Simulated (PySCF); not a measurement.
**Al$_{2}$H$_{8}$P$_{2}$ ((H2Al-mu-PH2)2): density, localisation and related maps**

Input

```
{"job": {"kind": "nmr", "xc": "PBE0", "basis": {"default": "pcSseg-1", "Al": "pcSseg-2"}}, "charge": 0, "multiplicity": 1}
Al    -1.679641    -0.182599    -0.659932
H     -2.624958     1.087231    -0.495377
H     -2.087162    -1.559088    -1.344444
P     -0.502279    -0.581809     1.455636
Al     1.696023     0.180119     0.670767
H      2.658693    -1.077591     0.518204
H      2.081561     1.564698     1.352109
P      0.521760     0.558994    -1.450583
H     -1.031908     0.107919     2.573596
H     -0.533388    -1.914123     1.934900
H      0.565568     1.883962    -1.948047
H      1.051191    -0.150456    -2.555838
```

Run with:

```sh
OMP_NUM_THREADS=1 python probes_run.py task.json out
```

Geometry: PBE0-D3(BJ)/def2-SVP.

Theory: PBE0/pcSseg-1 Al:pcSseg-2, SCF density, gas phase, non-relativistic in PySCF 2.14.0.

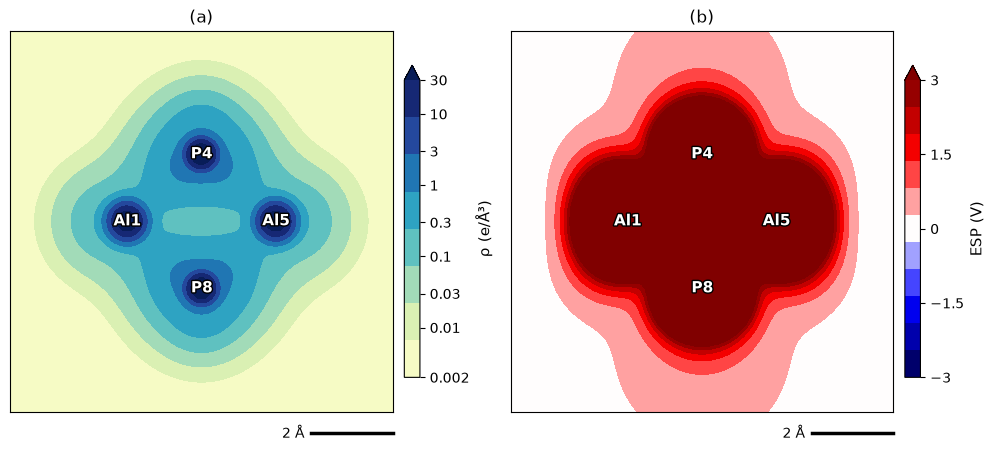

Figure 1. (a) electron density; (b) electrostatic potential on the plane of atoms Al1, P4 and Al5.

**Describe what can be read from this map.**

- The plane passes through Al and P nuclei.
- Al–P (2.45 Å): the density is about 0.48 e/Å³ at the midpoint.
- The potential has no marked negative region in this plane.

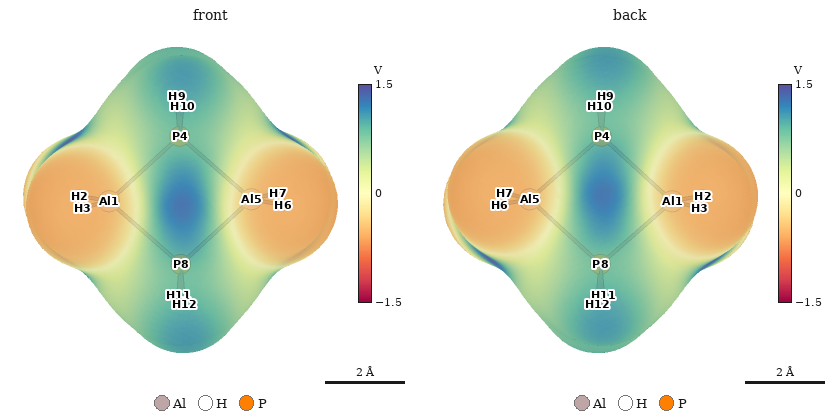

Figure 2. The molecular electrostatic potential painted on the density surface at 0.002 e/bohr³, seen from the front and from behind; red is negative and blue positive.

**Which sites attract a positive test charge, and which a negative one?**

A positive charge is drawn to the negative regions and a negative charge to the positive ones. The most negative region (about −0.6 V) lies over H2, H3, H6 and H7, the most positive (about +1.4 V) over Al1 and Al5.

**What dipole moment does the calculation give?**

Its dipole moment is 0.03 D.
